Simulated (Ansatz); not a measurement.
**Lattice dynamics of Li3ClO (model cell, started as antiperovskite)**

Task: relax Li3ClO (model cell, started as antiperovskite), then find its harmonic phonons.

Main program and level: Ansatz 0.2.0; DFT PBEsol, scalar-relativistic, plane waves, PAW.

## Step 1: The structure

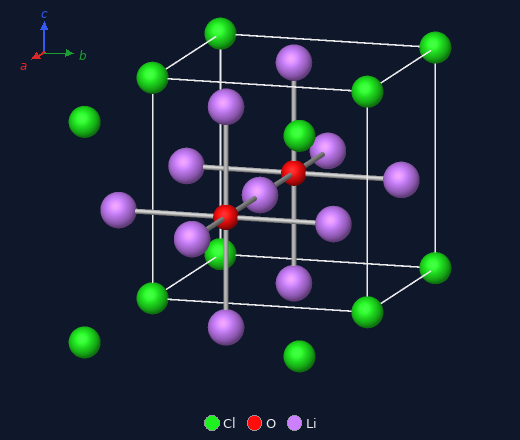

The cell as given, slightly off an axis (chlorine green, oxygen red, lithium purple). 2×1×1 cells are drawn. Some periodic images of atoms are drawn too.

## Step 2: Coarse relaxation

The start is far from rest, so a relaxation with loose tolerances brings it close first.

File input.yaml:

```yaml
crystal:
  lattice:
    - [4.4064, 0.0, 0.0]
    - [0.0, 4.4064, 0.0]
    - [0.0, 0.0, 4.4064]
  atoms:
    - { symbol: Cl, position: [0.0, 0.0, 0.0] }
    - { symbol: O, position: [0.5, 0.5, 0.5] }
    - { symbol: Li, position: [0.5, 0.5, 0.0] }
    - { symbol: Li, position: [0.5, 0.0, 0.5] }
    - { symbol: Li, position: [0.0, 0.5, 0.5] }
kpoints:
  mp_grid: { grid: [4, 4, 4] }
hamiltonian:
  xc: pbesol
scf:
  occupations: { method: gaussian, width: 0.1 }
output:
  forces: true
  stress: true
  eigenvalues: true
relax:
  adjacent_minimum: "off"
  f_tol: 0.05
  max_steps: 80
  cell: { stress_tol: 0.5 }
```

Run with:

```console
ansatz run input.yaml --threads 8 --pin off --max-ram 14336MiB --backend cpu --events-out ev --progress --plain --runs-dir out
```

Numbers of over 12 decimals in the logs are rounded to 6 here.

Output:

```text
The last accepted step is kept in <dir> (removed where the run ends without a failure and the disk answers)
Engine: ansatz 0.2.0, aarch64-unknown-linux-gnu
Pseudopotentials: kind: paw
Pseudopotential: Cl, paw, valence charge 7, recommended cutoff 420 eV (normal), Cl.paw.azcp
Pseudopotential: O, paw, valence charge 6, recommended cutoff 420 eV (normal), O.paw.azcp
[...]
cell:  # Å, volume = 56.7330 Å³
    - [3.842482, 0, 0]
    - [0, 3.842482, 0.0]
    - [0, 0.0, 3.842482]
  atoms:
    - { symbol: Cl, position: [0, 0, 0] }
    - { symbol: O, position: [0.500000, 0.500000, 0.500000] }
    - { symbol: Li, position: [0.500000, 0.500000, 0] }
    - { symbol: Li, position: [0.500000, 0, 0.500000] }
    - { symbol: Li, position: [0, 0.500000, 0.500000] }
[key lines of the parts left out:]
SCF converged after 5 iterations
Free energy (F): -2237.297448 eV
Fermi energy:    5.702942 eV
P = ⅓ Tr σ = -0.1191 GPa (-1.191 kbar)
```

It took 1.6 s on 8 threads of Arm Neoverse V2, shared host; peak memory 0.36 GiB; 7.7 s of CPU time.

The steps of the relaxation:

| step | energy less that of the first step (eV) | largest force component (eV/Å) | pressure (GPa) | volume (Å³) |
| --- | --- | --- | --- | --- |
| 1 | 0.0000 | 0.0000 | -10.04 | 85.56 |
| 2 | -0.7118 | 0.0000 | -8.48 | 73.64 |
| 3 | -1.1825 | 0.0000 | -4.55 | 62.89 |
| 4 | -1.2593 | 0.0000 | 3.28 | 53.87 |
| 5 | -1.2843 | 0.0000 | 0.09 | 56.73 |
| 6* | -1.2776 | 0.0000 | -0.12 | 56.73 |

Relaxation steps marked * repeat the geometry before them on a plane-wave basis chosen anew for their cell, so energy and pressure can jump there.

The run keeps the 48 symmetry operations that it works with, so distortions that break them were not tested.

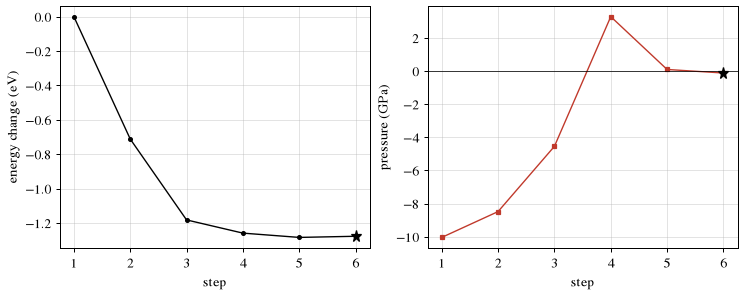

Energy and pressure along the relaxation. Stars mark steps on a basis chosen anew.

| cell as run | before | after | change |
| --- | --- | --- | --- |
| a (Å) | 4.406 | 3.842 | -12.8 % |
| b (Å) | 4.406 | 3.842 | -12.8 % |
| c (Å) | 4.406 | 3.842 | -12.8 % |
| volume (Å³/atom) | 17.11 | 11.35 | -33.7 % |

The relaxed structure:

```xyz
5
Lattice="3.8425 0.0000 0.0000 0.0000 3.8425 0.0000 0.0000 0.0000 3.8425" Properties=species:S:1:pos:R:3 pbc="T T T"
Cl    0.0000    0.0000    0.0000
O     1.9212    1.9212    1.9212
Li    1.9212    1.9212    0.0000
Li    1.9212    0.0000    1.9212
Li    0.0000    1.9212    1.9212
```

A gap read on the k-mesh alone can miss the band edges.

This step gave:

```
pressure           : -0.1191 GPa
gap on the k-mesh  : 4.747 eV
volume per atom    : 11.35 Å³
direct gap on mesh : 4.747 eV
```

In this step the volume went from 17.11 to 11.35 Å³/atom.

## Step 3: Bringing the structure to rest

The cell and atoms are relaxed, since residual forces and stress would shift the frequencies.

File input.yaml:

```yaml
crystal:
  lattice:
    - [3.8424823669, 0.0, 0.0]
    - [0.0, 3.8424823669, 0.0]
    - [0.0, 0.0, 3.8424823669]
  atoms:
    - { symbol: Cl, position: [0.0, 0.0, 0.0] }
    - { symbol: O, position: [0.5, 0.5, 0.5] }
    - { symbol: Li, position: [0.5, 0.5, 0.0] }
    - { symbol: Li, position: [0.5, 0.0, 0.5] }
    - { symbol: Li, position: [0.0, 0.5, 0.5] }
kpoints:
  mp_grid: { grid: [6, 6, 6] }
hamiltonian:
  xc: pbesol
scf:
  occupations: { method: gaussian, width: 0.02 }
output:
  forces: true
  stress: true
  eigenvalues: true
relax:
  adjacent_minimum: "off"
  f_tol: 0.005
  max_steps: 80
  cell: { stress_tol: 0.05 }
```

Output:

```text
[...]
Crystal: 5 atoms, lattice volume = 56.733 Å³
Basis set: ecut = 420 eV, 1141 PW (Γ), exchange–correlation on 54×54×54 points (8 copies of the dense FFT grid, shifted against one another)
Bands: 16, of which v1, the nominal top of the filled ones, is band 11 counted from 1 (10 counted from 0)
Symmetry: 48 space group operations
[...]
k-points: 20 of 216
[...]
--- Relaxed structure (3 steps of the walk, 3 accepted, 1 SCFs on fresh bases) ---
[...]
cell:  # Å, volume = 56.6059 Å³
    - [3.839610, 0, 0]
    - [0, 3.839610, 0.0]
    - [0, 0.0, 3.839610]
  atoms:
    - { symbol: Cl, position: [0, 0, 0] }
    - { symbol: O, position: [0.500000, 0.500000, 0.500000] }
    - { symbol: Li, position: [0.500000, 0.500000, 0] }
    - { symbol: Li, position: [0.500000, 0, 0.500000] }
    - { symbol: Li, position: [0, 0.500000, 0.500000] }
[key lines of the parts left out:]
SCF converged after 5 iterations
Free energy (F): -2237.298456 eV
Fermi energy:    5.722098 eV
P = ⅓ Tr σ = -0.0055 GPa (-0.055 kbar)
```

Run time: 1.1 s. Hardware: 8 threads; peak memory 0.35 GiB.

Little changed from the start: no atom moved by 0.005 Å and no cell edge by 0.1 %.

Numbers from this step:

```
pressure           : -0.005461 GPa
gap on the k-mesh  : 4.748 eV
volume per atom    : 11.32 Å³
direct gap on mesh : 4.748 eV
```

In this step the volume went from 11.35 to 11.32 Å³/atom.

## Step 4: Relaxing to small forces for the phonons

Phonons need a cell at rest on their own settings, so the relaxation is repeated with tight tolerances on forces and stress, using the mesh and the filling of the phonon run that follows.

File input.yaml:

```yaml
crystal:
  lattice:
    - [3.839609949, 0.0, 0.0]
    - [0.0, 3.839609949, 0.0]
    - [0.0, 0.0, 3.839609949]
  atoms:
    - { symbol: Cl, position: [0.0, 0.0, 0.0] }
    - { symbol: O, position: [0.5, 0.5, 0.5] }
    - { symbol: Li, position: [0.5, 0.5, 0.0] }
    - { symbol: Li, position: [0.5, 0.0, 0.5] }
    - { symbol: Li, position: [0.0, 0.5, 0.5] }
kpoints:
  mp_grid: { grid: [8, 8, 8] }
hamiltonian:
  xc: pbesol
scf:
  occupations: { method: fixed }
output:
  forces: true
  stress: true
  eigenvalues: true
relax:
  adjacent_minimum: "off"
  f_tol: 0.001
  max_steps: 60
  cell: { stress_tol: 0.01 }
```

Output:

```text
[...]
Crystal: 5 atoms, lattice volume = 56.606 Å³
Basis set: ecut = 420 eV, 1141 PW (Γ), exchange–correlation on 54×54×54 points (8 copies of the dense FFT grid, shifted against one another)
Bands: 16, of which v1, the nominal top of the filled ones, is band 11 counted from 1 (10 counted from 0)
Symmetry: 48 space group operations
[...]
k-points: 35 of 512
[...]
--- Relaxed structure (1 steps of the walk, 1 accepted, 1 SCFs on fresh bases) ---
[...]
cell:  # Å, volume = 56.6059 Å³
    - [3.839609949, 0.0, 0.0]
    - [0.0, 3.839609949, 0.0]
    - [0.0, 0.0, 3.839609949]
  atoms:
    - { symbol: Cl, position: [0.0, 0.0, 0.0] }
    - { symbol: O, position: [0.5, 0.5, 0.5] }
    - { symbol: Li, position: [0.5, 0.5, 0.0] }
    - { symbol: Li, position: [0.5, 0.0, 0.5] }
    - { symbol: Li, position: [0.0, 0.5, 0.5] }
[key lines of the parts left out:]
SCF converged after 7 iterations
Free energy (F): -2237.298442 eV
Fermi energy:    3.347984 eV
P = ⅓ Tr σ = -0.0053 GPa (-0.053 kbar)
```

Run time: 0.81 s. Hardware: 8 threads; peak memory 0.37 GiB.

Little changed from the start: no atom moved by 0.005 Å and no cell edge by 0.1 %.

This step gave:

| Item | Value |
| --- | --- |
| pressure | -0.005312 GPa |

The forces vanish by symmetry and the pressure is -0.005 GPa, within the tolerances set. The cell now holds 11.32 Å³/atom.

## Step 5: Modes at Γ

The zone centre comes first: it holds the modes that light can see, as far as symmetry allows. The response to a homogeneous field gives the Born charges and the dielectric tensor.

Edit input.yaml of step 4 so:

```diff
@@ -18,9 +18,6 @@
 output:
-  forces: true
-  stress: true
   eigenvalues: true
-relax:
-  adjacent_minimum: "off"
-  f_tol: 0.001
-  max_steps: 60
-  cell: { stress_tol: 0.01 }
+phonons:
+  method: dfpt
+  dielectric: true
+  rigid_motions: translations
```

Output:

```text
[...]
Crystal: 5 atoms, lattice volume = 56.606 Å³
Basis set: ecut = 420 eV, 1141 PW (Γ), exchange–correlation on 54×54×54 points (8 copies of the dense FFT grid, shifted against one another)
Bands: 16, of which v1, the nominal top of the filled ones, is band 11 counted from 1 (10 counted from 0)
Symmetry: 48 space group operations
k-points: 170 of 512 (irreducible under 2 space group operations, time reversal used)
[...]
SCF iter   1: F=—  HF=-2237.312888 eV  |F-HF|=—  |Δ(HF+E_count)|=         —  Δρ=9.39e-3  dr2=4.43e-2  ethr=1.77e-3  ⟨swp⟩=4.2  Hψ=11874  notcnv=0  defer=222
[...]
SCF iter   8: F=-2237.298442 eV  HF=-2237.298442 eV  |F-HF|=2.14e-11  |Δ(HF+E_count)|=   1.11e-9  Δρ=2.01e-7  dr2=1.82e-11  ethr=1.00e-12  ⟨swp⟩=10.9  Hψ=14923  notcnv=0
SCF 1 converged in 8 iterations: F = -2237.298442 eV  dr2 = 1.82e-11
[...]
DFPT response loops at Γ: preconditioner auto → none (the input reference at scf.mixing.eps_inf says where Resta's filter doesn't serve); β = 0.50; Broyden in place of MSR1
SCF converged after 8 iterations
Free energy (F): -2237.298442 eV
[...]
Internal energy: -2237.298442 eV  (E = F + TS)
E sigma→0 (E₀):  -2237.298442 eV
Fermi energy:    3.347983 eV
[...]
--- Band table (eV; the first three rows and the last of 170) ---
  k-point 0: bands = [... 7 lower, 0.2262, 2.8031, 2.8031, 2.8031, 8.2859, 10.2303, 10.2303, 15.3370, ... 1 higher]
  k-point 1: bands = [... 7 lower, 0.2998, 2.6844, 2.7353, 2.7353, 8.5557, 10.1416, 10.5947, 14.1380, ... 1 higher]
  k-point 2: bands = [... 7 lower, 0.5021, 2.4771, 2.5428, 2.5428, 9.1266, 9.9426, 11.6042, 13.0928, ... 1 higher]
  k-point 169: bands = [... 7 lower, -0.4154, 2.5702, 2.5702, 2.5702, 12.1674, 12.1674, 12.1674, 12.2420, ... 1 higher]
--- Phonons (Γ-DFPT): 4 representative perturbations + reference, on 170 of 512 k-points (Σ response iterations 13) ---
  k mesh reduced under 2 symmetry operations, with k and −k counted as one. Each operation leaves every solved perturbation unchanged. A smaller set is not considered because the run solves the response to a homogeneous field
  ASR residual: 3.360e-4 → 0.000e0 eV/Å²; symmetrization residual: 9.649e-7 eV/Å²
  ASR residual per site (eV/Å²): 5.56e-5 2.44e-4 3.36e-4 3.36e-4 3.36e-4
  Γ frequencies (cm⁻¹): 0.00 0.00 0.00 151.07 151.07 151.07 223.75 223.75 223.75 372.06 372.06 372.06 557.58 557.58 557.58
  ε∞ (high-frequency dielectric tensor):
        3.235208     0.000000     0.000000
        0.000000     3.235208     0.000000
        0.000000     0.000000     3.235208
  ε⁰ (static dielectric tensor: ions relaxed, cell fixed):
       15.300738     0.000000     0.000000
        0.000000    15.300738     0.000000
        0.000000     0.000000    15.300738
  ε⁰ − ε∞ (ionic part):
       12.065531     0.000000     0.000000
        0.000000    12.065531     0.000000
        0.000000     0.000000    12.065531
  softest optical mode at Γ: 151.07 cm⁻¹; the repairs (sum rule, projections) moved no ω² at Γ by more than (3.71 cm⁻¹)²
  Born effective charges Z* (e; rows j = field, columns β = displacement):
    site 0:
        -1.26630    0.00000    0.00000
        -0.00000   -1.26630    0.00000
         0.00000    0.00000   -1.26630
    site 1:
        -2.02206    0.00000    0.00000
         0.00000   -2.02206    0.00000
         0.00000    0.00000   -2.02206
    site 2:
         1.14696    0.00000    0.00000
        -0.00000    1.14696    0.00000
         0.00000    0.00000    0.99443
    site 3:
         1.14696    0.00000    0.00000
        -0.00000    0.99443    0.00000
         0.00000    0.00000    1.14696
    site 4:
         0.99443    0.00000    0.00000
        -0.00000    1.14696    0.00000
         0.00000    0.00000    1.14696
  Z* charge neutrality: 8.280e-6 e pre-enforcement
  k-mesh period / interband length: 30.7 Å / 1.30 Å = 23.56 at k = (0.0000, -0.5000, -0.5000), direct gap 4.748 eV — 14 or more, which is no proof of convergence
  optical modes at Γ without the LO–TO term, one row a degenerate level:
      ω (cm⁻¹)  modes    IR ((D/Å)²/amu)
        151.07      3            16.5139
        223.75      3             0.0000
        372.06      3            26.7276
        557.58      3            13.6787
  optical modes at Γ + LO–TO along q̂ = [1.0000, 0.0000, 0.0000]:
      ω (cm⁻¹)  modes    IR ((D/Å)²/amu)
        151.07      2            11.0093
        223.21      1             0.8423
        223.75      3             0.0000
        372.06      2            17.8184
        469.62      1             3.6488
        557.58      2             9.1191
        650.19      1            14.4823
  optical modes at Γ + LO–TO along q̂ = [0.0000, 1.0000, 0.0000]:
      ω (cm⁻¹)  modes    IR ((D/Å)²/amu)
        151.07      2            11.0093
        223.21      1             0.8423
        223.75      3             0.0000
        372.06      2            17.8184
        469.62      1             3.6488
        557.58      2             9.1191
        650.19      1            14.4823
  optical modes at Γ + LO–TO along q̂ = [0.0000, 0.0000, 1.0000]:
      ω (cm⁻¹)  modes    IR ((D/Å)²/amu)
        151.07      2            11.0093
        223.21      1             0.8423
        223.75      3             0.0000
        372.06      2            17.8184
        469.62      1             3.6488
        557.58      2             9.1191
        650.19      1            14.4823
```

The job ended after 12 s (8 threads; peak memory 0.89 GiB; 79 s of CPU time).

In the SCF lines HF is the Harris–Foulkes energy and dr2 the Hartree energy of the density residual, in eV; the loop may stop once dr2 is under the threshold and the program's other checks hold. Hψ counts applications of the Hamiltonian.

Numbers from this step:

```yaml
sum_rule_residual_before_enforcement: 3.36e-4 eV/Å²
miss_of_the_charge_sum_rule: 8.28e-6 e
point_group: m-3m
highest_optical_mode_at_the_zone_centre_no_lo_to_term: 557.6 cm⁻¹
lowest_optical_zone_centre_mode: 151.1 cm⁻¹
mean_high_frequency_dielectric_constant: 3.235
largest_born_charge_third_of_the_trace: -2.022 e
mean_static_dielectric_constant: 15.30
top_of_the_zone_centre_spectrum_with_the_field: 650.2 cm⁻¹
```

Without the LO-TO term. Patterns of degenerate modes are one choice out of their space. The modes at Γ (shares of kinetic energy by element, %):

| mode | frequency (cm⁻¹) | symmetry | Cl % | O % | Li % |
| --- | --- | --- | --- | --- | --- |
| 1 | 0.0 | acoustic | 49 | 22 | 29 |
| 2 | 0.0 | acoustic | 49 | 22 | 29 |
| 3 | 0.0 | acoustic | 49 | 22 | 29 |
| 4 | 151.1 | T1u | 48 | 8 | 45 |
| 5 | 151.1 | T1u | 48 | 8 | 45 |
| 6 | 151.1 | T1u | 48 | 8 | 45 |
| 7 | 223.8 | T2u | 0 | 0 | 100 |
| 8 | 223.8 | T2u | 0 | 0 | 100 |
| 9 | 223.8 | T2u | 0 | 0 | 100 |
| 10 | 372.1 | T1u | 3 | 50 | 46 |
| 11 | 372.1 | T1u | 3 | 50 | 46 |
| 12 | 372.1 | T1u | 3 | 50 | 46 |
| 13 | 557.6 | T1u | 0 | 20 | 80 |
| 14 | 557.6 | T1u | 0 | 20 | 80 |
| 15 | 557.6 | T1u | 0 | 20 | 80 |

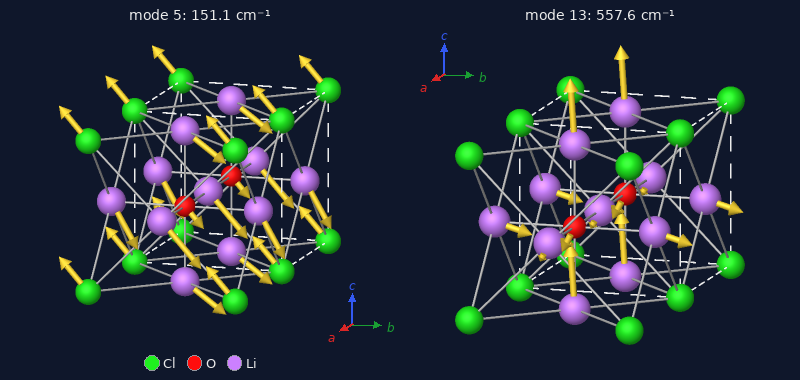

Displacement patterns of modes 5 and 13 at Γ; arrows are exaggerated. 2×1×1 cells are drawn. Some periodic images of atoms are drawn too.

Optical modes at the zone centre, without and with the macroscopic field of the longitudinal modes; each column is sorted by frequency, so a row need not hold one and the same mode. Modes with and without the field, by row:

| rank among optical modes | no field (cm⁻¹) | q along (1, 0, 0) (cm⁻¹) |
| --- | --- | --- |
| 1 | 151.1 | 151.1 |
| 2 | 151.1 | 151.1 |
| 3 | 151.1 | 223.2 |
| 4 | 223.8 | 223.8 |
| 5 | 223.8 | 223.8 |
| 6 | 223.8 | 223.8 |
| 7 | 372.1 | 372.1 |
| 8 | 372.1 | 372.1 |
| 9 | 372.1 | 469.6 |
| 10 | 557.6 | 557.6 |
| 11 | 557.6 | 557.6 |
| 12 | 557.6 | 650.2 |

Born charge (rows field, columns displacement) (e), principal values of the symmetric part by kind of site:

| atom | atoms with these values | low | middle | high | mean |
| --- | --- | --- | --- | --- | --- |
| Cl1 | 1 | -1.27 | -1.27 | -1.27 | -1.27 |
| O2 | 1 | -2.02 | -2.02 | -2.02 | -2.02 |
| Li3 | 3 | 0.99 | 1.15 | 1.15 | 1.10 |

In full for O2:

```
-2.02  0.00  0.00
 0.00 -2.02  0.00
 0.00  0.00 -2.02
```

High-frequency dielectric tensor:

```
3.24 0.00 0.00
0.00 3.24 0.00
0.00 0.00 3.24
```

Static dielectric tensor (ions relaxed, fixed cell):

```
15.30  0.00  0.00
 0.00 15.30  0.00
 0.00  0.00 15.30
```

Transverse modes. Infrared lines, with heights relative to the strongest:

| position (cm⁻¹) | label | relative intensity |
| --- | --- | --- |
| 151 | T1u | 62 |
| 224 | T2u | 0.0 |
| 372 | T1u | 100 |
| 558 | T1u | 51 |

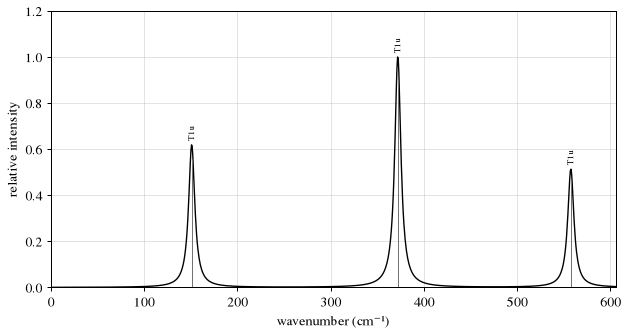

The infrared spectrum, broadened with Lorentzians of width 8 cm⁻¹; bars mark the lines.

Before it was imposed, the acoustic sum rule was missed by 3.4e-4 eV/Å² and the charge sum rule by 8.3e-6 e. Small misses are needed for a sound result but don't prove that mesh and cutoff are converged. The lowest optical mode is real, 151 cm⁻¹.

(Continued in part 2 of 2.)

[Logs are printed without paths, hosts, clocks, repeated set-up lines and the standing remarks that a program may print on its own settings, such as how far it seeks lower states.]

[Hosts, paths, dates, database ids (printed as entryN), source tags and the programs' standing remarks are cut or masked in the printed files.]
